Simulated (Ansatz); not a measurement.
## Electronic structure of H$_{8}$OSi$_{3}$···HF in real space

Input file:

```
crystal:
  periodic: [false, false, false]
  atoms:
    - { symbol: Si, position_ang: [-1.120092, -0.030338, 0.471959] }
    - { symbol: F, position_ang: [0.837788, -2.284806, 0.497853] }
    - { symbol: H, position_ang: [-1.947862, -1.242357, 0.607015] }
    - { symbol: H, position_ang: [-2.04013, 1.122213, 0.312747] }
    - { symbol: Si, position_ang: [0.2987, 0.396103, 2.315976] }
    - { symbol: H, position_ang: [0.903619, -2.002184, -0.351633] }
    - { symbol: O, position_ang: [-0.211222, -0.137268, -0.986612] }
    - { symbol: Si, position_ang: [0.2544, 0.514969, -2.418372] }
    - { symbol: H, position_ang: [-0.402341, 1.296009, 3.268421] }
    - { symbol: H, position_ang: [1.509202, 1.099588, 1.825127] }
    - { symbol: H, position_ang: [0.692133, -0.833113, 3.03334] }
    - { symbol: H, position_ang: [1.310959, -0.352229, -2.988038] }
    - { symbol: H, position_ang: [-0.883365, 0.576162, -3.360882] }
    - { symbol: H, position_ang: [0.798511, 1.877352, -2.226901] }
basis:
  gaussian: { orbitals: def2-SVP }
hamiltonian:
  xc: hf
relax:
  f_tol: 0.03
  max_steps: 50
output:
  orbitals: {}
```

Run with:

```sh
ansatz run input.yaml --threads 2 --pin off --max-ram 3072MiB --backend cpu --events-out ev --progress --plain --runs-dir out
```

The fields are those of the relaxed geometry.

Level of theory: RHF/def2-SVP (Ansatz 0.2.0).

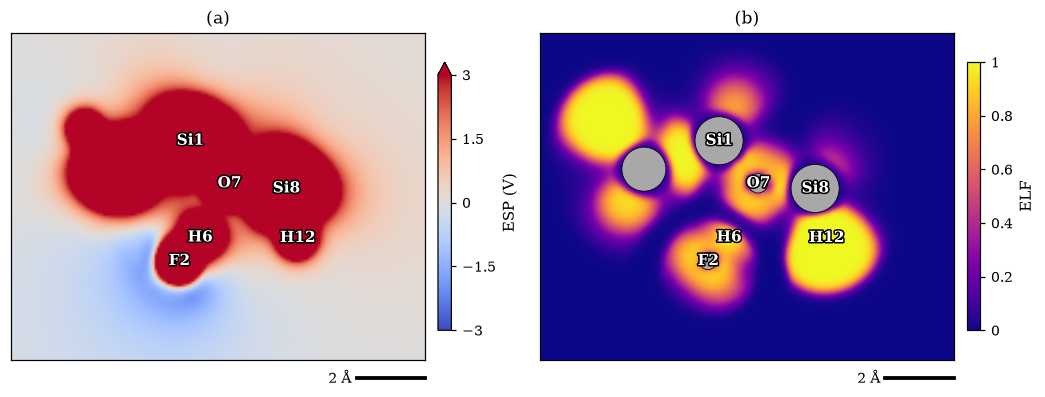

Figure 1. (a) molecular electrostatic potential; (b) electron localisation function on the plane of atoms O7, Si8 and H12. Grey discs cover the atomic cores in the ELF map.

> Interpret the plot.

- The section cuts through Si, F, H and O sites.
- O7···H6 (1.80 Å): the ELF dips to about 0.05 between them: by its geometry a hydrogen bond between the two molecules, with no shared pair.
- Si–O (1.67 Å): the ELF peaks at about 0.90 between the atoms: a shared but strongly polarised pair.
- F–H (0.91 Å): the ELF climbs to about 1 towards the hydrogen, as it does in any bond to H; a covalent bond by its length.
- Si–H (1.47 Å): the ELF climbs to about 1 towards the hydrogen.
- The ELF also peaks beside F2, away from the bonds: lone-pair regions.
- Outside the dense part of the complex the potential is most negative (−1.9 V) near F2.

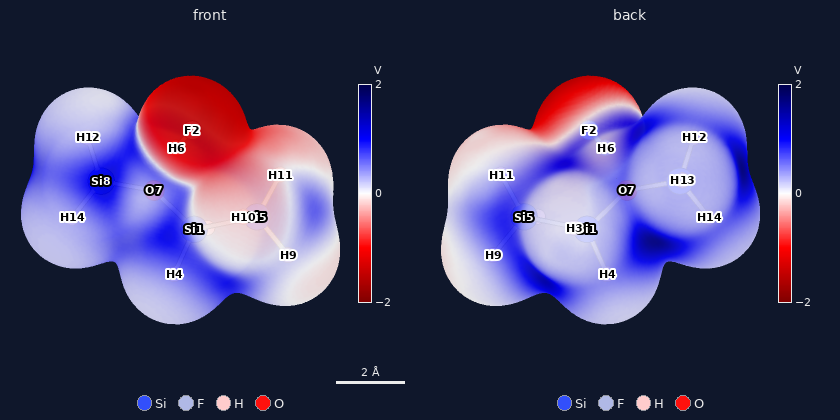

Figure 2. The molecular electrostatic potential painted on the density surface at 0.001 e/bohr³, seen from the front and from behind; the colour scale runs from red (negative) to blue (positive).

> Where is the surface potential most negative and most positive?

The most negative region (about −1.4 V) lies over F2, the most positive (about +1.6 V) over Si1 and Si8.

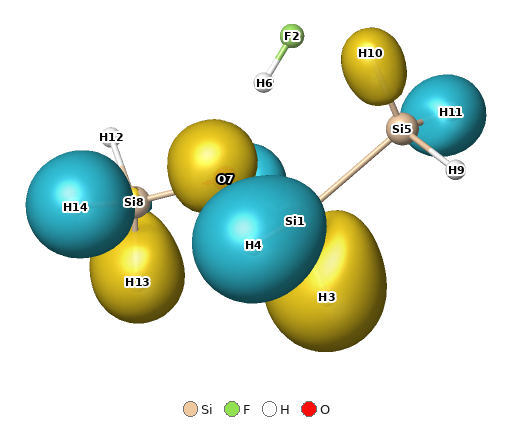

Figure 3. The HOMO−1 at ±0.1 Å⁻³ᐟ² (yellow and cyan are the two phases), seen at a tilt.

> Where does this orbital lie, and at what energy?

By Hirshfeld shares it lies mainly on Si1 (about 20 %), O7 (about 20 %), H4 (about 15 %), H3 (about 15 %), Si8 (about 10 %) and H14 (about 10 %). Its energy is −12.66 eV.
